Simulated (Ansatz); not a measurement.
**Geometry relaxation, with input and output: AlSi36H17Cl3 (part 1 of 5)**

AlSi36H17Cl3 (slab, 57 atoms in the cell), computed with DFT PBE, scalar-relativistic, plane waves, PAW, PAW set soft_1, spin-polarised (Ansatz 0.2.0).

The input holds or restrains some coordinates. Forces given for the steps count only the free coordinates. It belongs to a series of runs on one base structure; here: end point A relaxed.

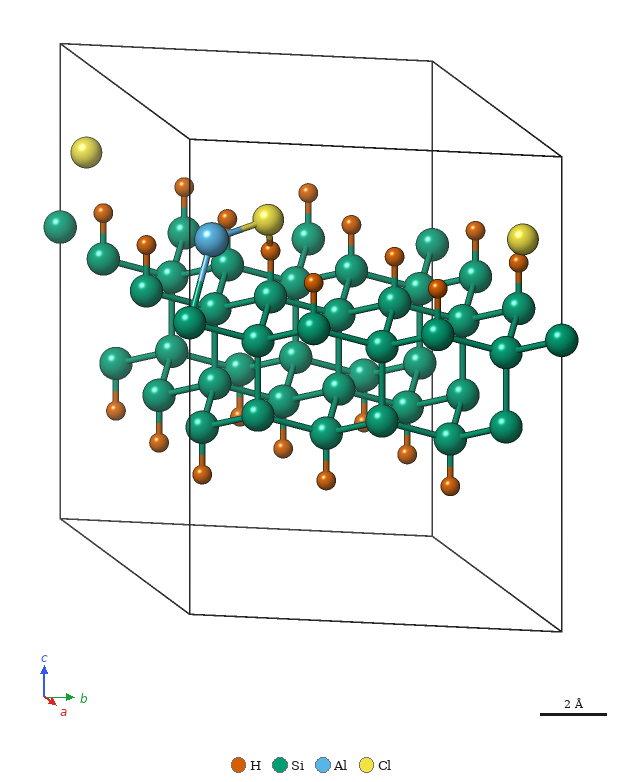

The input geometry (ball-and-stick view of the cell of the calculation, with the vacuum cut short, seen slightly off an axis). An atom can appear more than once, as a periodic image.

Input file:
```yaml
crystal:
  lattice:
    - [11.518769, 0.0, 0.0]
    - [5.759385, 9.975547, 0.0]
    - [0.0, 0.0, 19.868765]
  atoms:
    - { symbol: H, position: [0.1111111, 0.1111111, 0.0503303] }
    - { symbol: H, position: [0.4444444, 0.1111111, 0.0503303] }
    - { symbol: H, position: [0.7777778, 0.1111111, 0.0503303] }
    - { symbol: H, position: [0.1111111, 0.4444444, 0.0503303] }
    - { symbol: H, position: [0.4444444, 0.4444444, 0.0503303] }
    - { symbol: H, position: [0.7777778, 0.4444444, 0.0503303] }
    - { symbol: H, position: [0.1111111, 0.7777778, 0.0503303] }
    - { symbol: H, position: [0.4444444, 0.7777778, 0.0503303] }
    - { symbol: H, position: [0.7777778, 0.7777778, 0.0503303] }
    - { symbol: Si, position: [0.1111111, 0.1111111, 0.1258256] }
    - { symbol: Si, position: [0.4444444, 0.1111111, 0.1258256] }
    - { symbol: Si, position: [0.7777778, 0.1111111, 0.1258256] }
    - { symbol: Si, position: [0.1111111, 0.4444444, 0.1258256] }
    - { symbol: Si, position: [0.4444444, 0.4444444, 0.1258256] }
    - { symbol: Si, position: [0.7777778, 0.4444444, 0.1258256] }
    - { symbol: Si, position: [0.1111111, 0.7777778, 0.1258256] }
    - { symbol: Si, position: [0.4444444, 0.7777778, 0.1258256] }
    - { symbol: Si, position: [0.7777778, 0.7777778, 0.1258256] }
    - { symbol: Si, position: [-0.1111111, 0.2222222, 0.1652721] }
    - { symbol: Si, position: [0.2222222, 0.2222222, 0.1652721] }
    - { symbol: Si, position: [0.5555556, 0.2222222, 0.1652721] }
    - { symbol: Si, position: [-0.1111111, 0.5555556, 0.1652721] }
    - { symbol: Si, position: [0.2222222, 0.5555556, 0.1652721] }
    - { symbol: Si, position: [0.5555556, 0.5555556, 0.1652721] }
    - { symbol: Si, position: [-0.1111111, 0.8888889, 0.1652721] }
    - { symbol: Si, position: [0.2222222, 0.8888889, 0.1652721] }
    - { symbol: Si, position: [0.5555556, 0.8888889, 0.1652721] }
    - { symbol: Si, position: [-0.1111111, 0.2222222, 0.2836116] }
    - { symbol: Si, position: [0.2222222, 0.2222222, 0.2836116] }
    - { symbol: Si, position: [0.5555556, 0.2222222, 0.2836116] }
    - { symbol: Si, position: [-0.1111111, 0.5555556, 0.2836116] }
    - { symbol: Si, position: [0.2222222, 0.5555556, 0.2836116] }
    - { symbol: Si, position: [0.5555556, 0.5555556, 0.2836116] }
    - { symbol: Si, position: [-0.1111111, 0.8888889, 0.2836116] }
    - { symbol: Si, position: [0.2222222, 0.8888889, 0.2836116] }
    - { symbol: Si, position: [0.5555556, 0.8888889, 0.2836116] }
    - { symbol: Si, position: [0.0, 0.0, 0.3230581] }
    - { symbol: Si, position: [0.3333333, 0.0, 0.3230581] }
    - { symbol: Si, position: [0.6666667, 0.0, 0.3230581] }
    - { symbol: Si, position: [0.0, 0.3333333, 0.3230581] }
    - { symbol: Si, position: [0.3333333, 0.3333333, 0.3230581] }
    - { symbol: Si, position: [0.6666667, 0.3333333, 0.3230581] }
    - { symbol: Si, position: [0.0, 0.6666667, 0.3230581] }
    - { symbol: Si, position: [0.3333333, 0.6666667, 0.3230581] }
    - { symbol: Si, position: [0.6666667, 0.6666667, 0.3230581] }
    - { symbol: H, position: [0.3333333, 0.0, 0.3960369] }
    - { symbol: H, position: [0.6666667, 0.0, 0.3960369] }
    - { symbol: H, position: [0.0, 0.3333333, 0.3960369] }
    - { symbol: H, position: [0.3333333, 0.3333333, 0.3960369] }
    - { symbol: H, position: [0.6666667, 0.3333333, 0.3960369] }
    - { symbol: H, position: [0.0, 0.6666667, 0.3960369] }
    - { symbol: H, position: [0.3333333, 0.6666667, 0.3960369] }
    - { symbol: H, position: [0.6666667, 0.6666667, 0.3960369] }
    - { symbol: Al, position: [0.8766562, 0.1018597, 0.439321], spin: 1.0 }
    - { symbol: Cl, position: [0.8177741, -0.0410193, 0.4549485] }
    - { symbol: Cl, position: [1.0784121, 0.0429815, 0.4549485] }
    - { symbol: Cl, position: [0.7337823, 0.3036169, 0.4549485] }
magnetization:
  spin_polarized: true
basis:
  ecutwfc: 420.0
kpoints:
  mp_grid: { grid: [1, 1, 1] }
hamiltonian:
  xc: pbe
  pseudopotentials: { kind: paw, azcp: { folder: soft_1 } }
scf:
  occupations: { method: gaussian, width: 0.02 }
  lower_state_search: "off"
relax:
  f_tol: 0.03
  max_steps: 60
  adjacent_minimum: "off"
  constraints:
    - { sites: [0, 1, 2, 3, 4, 5, 6, 7, 8, 9, 10, 11, 12, 13, 14, 15, 16, 17] }
```

Hardware: 4 threads of Arm Neoverse V2, 24 GiB of memory available, shared host.

Run as:
```bash
ansatz run input.yaml --threads 4 --pin off --max-ram 10240MiB --backend cpu --events-out ev --progress --plain --runs-dir out
```

What the program printed:
```
Engine: ansatz 0.2.0, aarch64-unknown-linux-gnu
Pseudopotentials: kind: paw
Pseudopotential: H, paw, valence charge 1, recommended cutoff 420 eV (normal), [file]
Pseudopotential: Si, paw, valence charge 4, recommended cutoff 420 eV (normal), [file]
Pseudopotential: Al, paw, valence charge 3, recommended cutoff 420 eV (normal), [file]
Pseudopotential: Cl, paw, valence charge 7, recommended cutoff 420 eV (normal), [file]
Functional definition: PBE
  parameter kappa = 0.804
  parameter beta = 0.06672455060314922
  exchange = pbe_x(kappa = kappa, mu = beta*pi^2/3)
  correlation = pbe_c(beta = beta)
Crystal: 57 atoms, lattice volume = 2283.041 Å³
Basis set: ecut = 420 eV, 44617 PW (Γ), exchange–correlation on 160×160×270 points (8 copies of the dense FFT grid, shifted against one another)
Bands: 150, of which v1, the nominal top of the filled ones, is band 93 counted from 1 (92 counted from 0)
Symmetry: 1 space group operations
Space group: P1 (ITA 1), of the structure as read, at distance tolerance 1.3e-4 Å
Magnetic group: BNS 1.1 (UNI 1), of the structure as read, at distance tolerance 1.3e-4 Å
k-points: 1
Non-local potential: H, projectors of the file, l = 0: 2, l = 1: 1
Non-local potential: Si, projectors of the file, l = 0: 2, l = 1: 2, l = 2: 1
Non-local potential: Al, projectors of the file, l = 0: 2, l = 1: 2, l = 2: 1
Non-local potential: Cl, projectors of the file, l = 0: 2, l = 1: 2, l = 2: 1
PAW form: soft (Blöchl's): semilocal exchange-correlation on the pseudo side does not see the compensation charge
PAW one-centre angular grid: H, 110 points (default); XC on 64 Gauss nodes
PAW one-centre angular grid: Si, 110 points (default); XC on 64 Gauss nodes
PAW one-centre angular grid: Al, 110 points (default); XC on 64 Gauss nodes
PAW one-centre angular grid: Cl, 110 points (default); XC on 64 Gauss nodes
Initial density: superposition of atomic densities (neutral atoms: chi_scale 0, normalization atom)
Starting moments: Σ|m| = 1 μB on 1 of 57 sites
Initial wavefunctions: pseudopotential atomic-orbital guess
Functional: x = pbe(κ = 0.804, μ = 0.2195149727645171), c = pbe(β = 0.06672455060314922)
SCF iter   1: F=—  HF=-26937.843831 eV  |F-HF|=—  |Δ(HF+E_count)|=         —  Δρ=1.98e-2 (↑1.98e-2 ↓1.97e-2)  dr2=3.36e1  dr2_m=7.89e-2  M=1.000 μB ∫|m|=1.079 μB  β_m=0.30  ethr=3.10e-3  ⟨swp⟩=8.0  Hψ=1708  notcnv=0  defer=46
preconditioner: auto → Resta (q_TF=auto, 1.795 Å⁻¹)  ε∞=2.4  [insulator: Δε(μ)=0.106 eV  Ē_g=8.709 eV  σ=0.020 eV  W_gap=1.00  n_scr=244 (ndim 8)  ℏωp=10.4 eV  f_vac=0.492  D(μ)=0.05/eV (n_scr^D=0)  ε∞_Penn≈2.4  vacuum switching on, ρ_ref=5.5e-3 e/Å³]
spin=Collinear: Resta preconditioning applied to the charge; magnetization (m = ρ↑ − ρ↓) channel mixes plain (no charge-response kernel on spin).
SCF iter   2: F=—  HF=-26932.449211 eV  |F-HF|=—  |Δ(HF+E_count)|=    5.39e0  Δρ=1.37e-2 (↑1.37e-2 ↓1.35e-2)  dr2=1.61e1  dr2_m=3.56e-2  M=1.000 μB ∫|m|=1.075 μB  β_m=0.30  ethr=3.10e-3  ⟨swp⟩=3.0  Hψ=511  notcnv=0  defer=87
SCF iter   3: F=—  HF=-26927.802794 eV  |F-HF|=—  |Δ(HF+E_count)|=    4.65e0  Δρ=2.57e-3 (↑2.00e-3 ↓2.57e-3)  dr2=9.21e-1  dr2_m=2.13e-2  M=0.801 μB ∫|m|=0.904 μB  β_m=0.30  ethr=3.10e-3  ⟨swp⟩=4.0  Hψ=419  notcnv=0  defer=87
SCF iter   4: F=—  HF=-26927.921534 eV  |F-HF|=—  |Δ(HF+E_count)|=   1.19e-1  Δρ=2.14e-3 (↑1.36e-3 ↓2.14e-3)  dr2=9.58e-1  dr2_m=1.76e-2  M=1.000 μB ∫|m|=1.075 μB  β_m=0.30  ethr=4.98e-4  ⟨swp⟩=3.5  Hψ=479  notcnv=0  defer=102
SCF iter   5: F=—  HF=-26927.840365 eV  |F-HF|=—  |Δ(HF+E_count)|=   8.12e-2  Δρ=1.33e-3 (↑1.06e-3 ↓1.33e-3)  dr2=2.32e-1  dr2_m=6.84e-3  M=1.000 μB ∫|m|=1.083 μB  β_m=0.30  ethr=4.98e-4  ⟨swp⟩=2.5  Hψ=209  notcnv=0  defer=102
SCF iter   6: F=—  HF=-26927.867546 eV  |F-HF|=—  |Δ(HF+E_count)|=   2.72e-2  Δρ=9.82e-4 (↑5.51e-4 ↓9.82e-4)  dr2=1.41e-1  dr2_m=6.03e-3  M=0.996 μB ∫|m|=1.080 μB  β_m=0.30  ethr=1.25e-4  ⟨swp⟩=3.5  Hψ=414  notcnv=0  defer=102
Mixer restart at iter 6: flushing history
spin-set hold released at iteration 6 (site moments contracting): the magnetisation degrees of freedom join the quasi-Newton model from the next iteration; the mixer history was flushed
SCF iter   7: F=—  HF=-26927.871019 eV  |F-HF|=—  |Δ(HF+E_count)|=   3.47e-3  Δρ=6.21e-4 (↑4.21e-4 ↓6.21e-4)  dr2=5.37e-2  dr2_m=2.77e-3  M=1.000 μB ∫|m|=1.096 μB  β_m=0.26  ethr=7.60e-5  ⟨swp⟩=3.0  Hψ=370  notcnv=0  defer=102
SCF iter   8: F=—  HF=-26927.869610 eV  |F-HF|=—  |Δ(HF+E_count)|=   1.41e-3  Δρ=3.80e-4 (↑3.56e-4 ↓3.80e-4)  dr2=4.79e-3  dr2_m=1.60e-3  M=1.000 μB ∫|m|=1.097 μB  β_m=0.22  ethr=2.90e-5  ⟨swp⟩=2.5  Hψ=253  notcnv=0  defer=102
SCF iter   9: F=—  HF=-26927.875793 eV  |F-HF|=—  |Δ(HF+E_count)|=   6.18e-3  Δρ=2.59e-4 (↑2.47e-4 ↓2.59e-4)  dr2=2.69e-3  dr2_m=7.59e-4  M=1.000 μB ∫|m|=1.107 μB  β_m=0.42  ethr=2.59e-6  ⟨swp⟩=2.0  Hψ=466  notcnv=0  defer=102
SCF iter  10: F=—  HF=-26927.881222 eV  |F-HF|=—  |Δ(HF+E_count)|=   5.43e-3  Δρ=5.76e-5 (↑4.51e-5 ↓5.76e-5)  dr2=6.39e-4  dr2_m=2.36e-5  M=1.000 μB ∫|m|=1.132 μB  β_m=0.51  ethr=1.45e-6  ⟨swp⟩=3.0  Hψ=464  notcnv=0  defer=102
SCF iter  11: F=—  HF=-26927.881188 eV  |F-HF|=—  |Δ(HF+E_count)|=   3.39e-5  Δρ=2.55e-5 (↑2.55e-5 ↓2.34e-5)  dr2=2.60e-5  dr2_m=9.16e-6  M=1.000 μB ∫|m|=1.133 μB  β_m=0.61  ethr=3.46e-7  ⟨swp⟩=2.0  Hψ=251  notcnv=0  defer=102
iter 12 did not close the SCF: its close was put off for a magnetic moment that had not settled (scf_convergence_deferred on its scf_iter line)
SCF iter  12: F=-26927.881211 eV  HF=-26927.881221 eV  |F-HF|=1.00e-5  |Δ(HF+E_count)|=   3.32e-5  Δρ=1.41e-5 (↑9.11e-6 ↓1.41e-5)  dr2=1.77e-5  dr2_m=2.02e-6  M=1.000 μB ∫|m|=1.135 μB  β_m=0.62  ethr=1.22e-8  ⟨swp⟩=5.0  Hψ=983  notcnv=0
iter 13 did not close the SCF: its close was put off for a magnetic moment that had not settled (scf_convergence_deferred on its scf_iter line)
SCF iter  13: F=-26927.881224 eV  HF=-26927.881225 eV  |F-HF|=8.45e-7  |Δ(HF+E_count)|=   3.92e-6  Δρ=5.76e-6 (↑4.40e-6 ↓5.76e-6)  dr2=2.43e-6  dr2_m=4.29e-7  M=1.000 μB ∫|m|=1.135 μB  β_m=0.69  ethr=9.56e-9  ⟨swp⟩=3.0  Hψ=839  notcnv=0
iter 14 did not close the SCF: its close was put off for a magnetic moment that had not settled (scf_convergence_deferred on its scf_iter line)
SCF iter  14: F=-26927.881226 eV  HF=-26927.881226 eV  |F-HF|=1.35e-7  |Δ(HF+E_count)|=   1.29e-6  Δρ=2.62e-6 (↑1.84e-6 ↓2.62e-6)  dr2=4.60e-7  dr2_m=8.01e-8  M=1.000 μB ∫|m|=1.135 μB  β_m=0.72  ethr=1.31e-9  ⟨swp⟩=1.5  Hψ=685  notcnv=0
SCF iter  15: F=-26927.881226 eV  HF=-26927.881226 eV  |F-HF|=7.49e-10  |Δ(HF+E_count)|=   2.75e-7  Δρ=9.93e-7 (↑8.69e-7 ↓9.93e-7)  dr2=5.53e-8  dr2_m=1.46e-8  M=1.000 μB ∫|m|=1.135 μB  ethr=2.49e-10  ⟨swp⟩=1.0  Hψ=692  notcnv=0
SCF 1 converged in 15 iterations: F = -26927.881226 eV  dr2 = 5.53e-8
  greatest PAW one-centre occupation: 0.915 electrons in one spin orbital (limit 2), on the Cl atom at site 56 (counted from 0), in its partial waves of l = 0
relax step   1: F+E_penalty+E_count = -26927.88122643 eV  Δ(F+E_penalty+E_count) = +0.000e0 eV  max|allowed force component| = 8.057e0 eV/Å  Δτ_max = 0.0000 Å  (15 SCF iters, dr2 threshold 2.25e-5 eV, accepted)
Initial density: handed on by an earlier stage of this run
Starting moments: Σ|m| = 1 μB on 1 of 57 sites; this step starts from the density that it was given
Initial wavefunctions: those handed on with the density
[...]
preconditioner: auto → Resta (q_TF=auto, 1.795 Å⁻¹)  ε∞=2.6  [insulator: Δε(μ)=0.063 eV  Ē_g=8.337 eV  σ=0.020 eV  W_gap=0.97  n_scr=244 (ndim 8)  ℏωp=10.4 eV  f_vac=0.524  D(μ)=6.15/eV (n_scr^D=10)  ε∞_Penn≈2.6  vacuum switching on, ρ_ref=5.0e-3 e/Å³]
spin=Collinear: Resta preconditioning applied to the charge; magnetization (m = ρ↑ − ρ↓) channel mixes plain (no charge-response kernel on spin).
  greatest PAW one-centre occupation: 0.910 electrons in one spin orbital (limit 2), on the Cl atom at site 56 (counted from 0), in its partial waves of l = 0
relax step   2: F+E_penalty+E_count = -26930.20482276 eV  Δ(F+E_penalty+E_count) = -2.324e0 eV  max|allowed force component| = 4.197e0 eV/Å  Δτ_max = 0.1948 Å  (9 SCF iters, dr2 threshold 1.00e-4 eV, accepted)
preconditioner: auto → Resta (q_TF=auto, 1.795 Å⁻¹)  ε∞=2.5  [insulator: Δε(μ)=0.074 eV  Ē_g=8.434 eV  σ=0.020 eV  W_gap=0.99  n_scr=244 (ndim 8)  ℏωp=10.5 eV  f_vac=0.522  D(μ)=1.81/eV (n_scr^D=2)  ε∞_Penn≈2.5  vacuum switching on, ρ_ref=5.2e-3 e/Å³]
spin=Collinear: Resta preconditioning applied to the charge; magnetization (m = ρ↑ − ρ↓) channel mixes plain (no charge-response kernel on spin).
  greatest PAW one-centre occupation: 0.907 electrons in one spin orbital (limit 2), on the Cl atom at site 56 (counted from 0), in its partial waves of l = 0
relax step   3: F+E_penalty+E_count = -26931.28910073 eV  Δ(F+E_penalty+E_count) = -1.084e0 eV  max|allowed force component| = 1.834e0 eV/Å  Δτ_max = 0.1945 Å  (8 SCF iters, dr2 threshold 1.00e-4 eV, accepted)
preconditioner: auto → Resta (q_TF=auto, 1.795 Å⁻¹)  ε∞=2.5  [insulator: Δε(μ)=0.092 eV  Ē_g=8.618 eV  σ=0.020 eV  W_gap=1.00  n_scr=244 (ndim 8)  ℏωp=10.6 eV  f_vac=0.519  D(μ)=0.30/eV (n_scr^D=0)  ε∞_Penn≈2.5  vacuum switching on, ρ_ref=5.4e-3 e/Å³]
spin=Collinear: Resta preconditioning applied to the charge; magnetization (m = ρ↑ − ρ↓) channel mixes plain (no charge-response kernel on spin).
  greatest PAW one-centre occupation: 0.905 electrons in one spin orbital (limit 2), on the Cl atom at site 56 (counted from 0), in its partial waves of l = 0
relax step   4: F+E_penalty+E_count = -26931.92671032 eV  Δ(F+E_penalty+E_count) = -6.376e-1 eV  max|allowed force component| = 1.195e0 eV/Å  Δτ_max = 0.1904 Å  (8 SCF iters, dr2 threshold 1.00e-4 eV, accepted)
preconditioner: auto → Resta (q_TF=auto, 1.795 Å⁻¹)  ε∞=2.5  [insulator: Δε(μ)=0.100 eV  Ē_g=8.590 eV  σ=0.020 eV  W_gap=1.00  n_scr=244 (ndim 8)  ℏωp=10.6 eV  f_vac=0.517  D(μ)=0.11/eV (n_scr^D=0)  ε∞_Penn≈2.5  vacuum switching on, ρ_ref=5.4e-3 e/Å³]
spin=Collinear: Resta preconditioning applied to the charge; magnetization (m = ρ↑ − ρ↓) channel mixes plain (no charge-response kernel on spin).
  greatest PAW one-centre occupation: 0.904 electrons in one spin orbital (limit 2), on the Cl atom at site 56 (counted from 0), in its partial waves of l = 0
relax step   5: F+E_penalty+E_count = -26932.33582017 eV  Δ(F+E_penalty+E_count) = -4.091e-1 eV  max|allowed force component| = 5.211e-1 eV/Å  Δτ_max = 0.1950 Å  (8 SCF iters, dr2 threshold 1.00e-4 eV, accepted)
preconditioner: auto → Resta (q_TF=auto, 1.795 Å⁻¹)  ε∞=2.5  [insulator: Δε(μ)=0.102 eV  Ē_g=8.569 eV  σ=0.020 eV  W_gap=1.00  n_scr=244 (ndim 8)  ℏωp=10.6 eV  f_vac=0.515  D(μ)=0.08/eV (n_scr^D=0)  ε∞_Penn≈2.5  vacuum switching on, ρ_ref=5.3e-3 e/Å³]
spin=Collinear: Resta preconditioning applied to the charge; magnetization (m = ρ↑ − ρ↓) channel mixes plain (no charge-response kernel on spin).
relax step   6: F+E_penalty+E_count = -26932.56595903 eV  Δ(F+E_penalty+E_count) = -2.301e-1 eV  max|allowed force component| = 3.435e-1 eV/Å  Δτ_max = 0.1949 Å  (8 SCF iters, dr2 threshold 5.17e-5 eV, accepted)
preconditioner: auto → Resta (q_TF=auto, 1.795 Å⁻¹)  ε∞=2.5  [insulator: Δε(μ)=0.103 eV  Ē_g=8.565 eV  σ=0.020 eV  W_gap=1.00  n_scr=244 (ndim 8)  ℏωp=10.6 eV  f_vac=0.514  D(μ)=0.08/eV (n_scr^D=0)  ε∞_Penn≈2.5  vacuum switching on, ρ_ref=5.3e-3 e/Å³]
spin=Collinear: Resta preconditioning applied to the charge; magnetization (m = ρ↑ − ρ↓) channel mixes plain (no charge-response kernel on spin).
  greatest PAW one-centre occupation: 0.903 electrons in one spin orbital (limit 2), on the Cl atom at site 56 (counted from 0), in its partial waves of l = 0
relax step   7: F+E_penalty+E_count = -26932.69945806 eV  Δ(F+E_penalty+E_count) = -1.335e-1 eV  max|allowed force component| = 3.538e-1 eV/Å  Δτ_max = 0.1950 Å  (8 SCF iters, dr2 threshold 2.25e-5 eV, accepted)
preconditioner: auto → Resta (q_TF=auto, 1.795 Å⁻¹)  ε∞=2.5  [insulator: Δε(μ)=0.103 eV  Ē_g=8.557 eV  σ=0.020 eV  W_gap=1.00  n_scr=244 (ndim 8)  ℏωp=10.6 eV  f_vac=0.514  D(μ)=0.08/eV (n_scr^D=0)  ε∞_Penn≈2.5  vacuum switching on, ρ_ref=5.3e-3 e/Å³]
spin=Collinear: Resta preconditioning applied to the charge; magnetization (m = ρ↑ − ρ↓) channel mixes plain (no charge-response kernel on spin).
relax step   8: F+E_penalty+E_count = -26932.78304071 eV  Δ(F+E_penalty+E_count) = -8.358e-2 eV  max|allowed force component| = 2.490e-1 eV/Å  Δτ_max = 0.2000 Å  (8 SCF iters, dr2 threshold 5.44e-5 eV, accepted)
preconditioner: auto → Resta (q_TF=auto, 1.795 Å⁻¹)  ε∞=2.5  [insulator: Δε(μ)=0.103 eV  Ē_g=8.558 eV  σ=0.020 eV  W_gap=1.00  n_scr=244 (ndim 8)  ℏωp=10.6 eV  f_vac=0.513  D(μ)=0.08/eV (n_scr^D=0)  ε∞_Penn≈2.5  vacuum switching on, ρ_ref=5.3e-3 e/Å³]
spin=Collinear: Resta preconditioning applied to the charge; magnetization (m = ρ↑ − ρ↓) channel mixes plain (no charge-response kernel on spin).
relax step   9: F+E_penalty+E_count = -26932.83844773 eV  Δ(F+E_penalty+E_count) = -5.541e-2 eV  max|allowed force component| = 1.779e-1 eV/Å  Δτ_max = 0.2000 Å  (8 SCF iters, dr2 threshold 3.07e-5 eV, accepted)
preconditioner: auto → Resta (q_TF=auto, 1.795 Å⁻¹)  ε∞=2.5  [insulator: Δε(μ)=0.103 eV  Ē_g=8.550 eV  σ=0.020 eV  W_gap=1.00  n_scr=244 (ndim 8)  ℏωp=10.6 eV  f_vac=0.513  D(μ)=0.08/eV (n_scr^D=0)  ε∞_Penn≈2.5  vacuum switching on, ρ_ref=5.3e-3 e/Å³]
spin=Collinear: Resta preconditioning applied to the charge; magnetization (m = ρ↑ − ρ↓) channel mixes plain (no charge-response kernel on spin).
```
